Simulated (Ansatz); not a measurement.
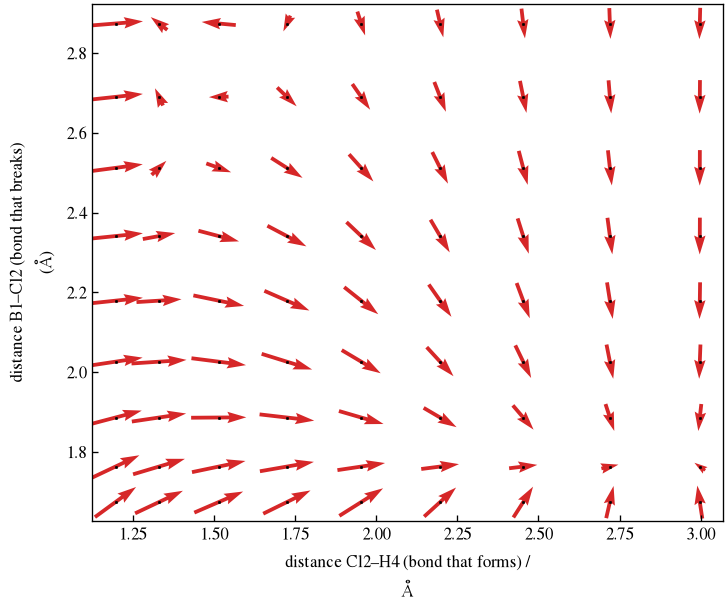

The reacting system BCl₂H₂N (fragments BCl₂H₂N where the first distance is long, BClHN + ClH where the second is long). The first coordinate is: distance Cl2–H4 (bond that forms); the second: distance B1–Cl2 (bond that breaks). Relaxed at each point: all other coordinates. The grid has 9 × 9 points. Points are written as (first, second). The reference is spin-restricted, so regions where a bond is pulled apart into radicals lie too high. Computed with RKS r2SCAN-D4/def2-SVP in Ansatz 0.2.0.

In the figure: dots at the grid points, arrows along the force (downhill), their lengths compressed.

The arrows alone are given. Where is the energy lowest?

Answer. The arrows converge at about (2.90 Å, 1.78 Å) (read from the interpolated surface).

The energy map of the same scan:

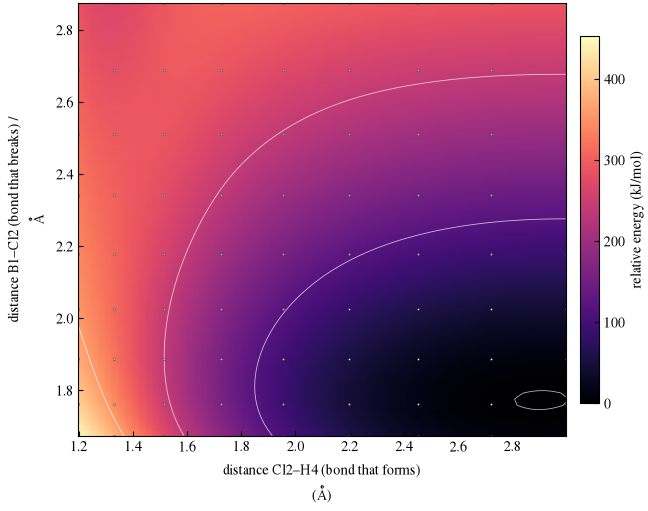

Energies are in kJ/mol, from the lowest grid point; between grid points the surface is interpolated.
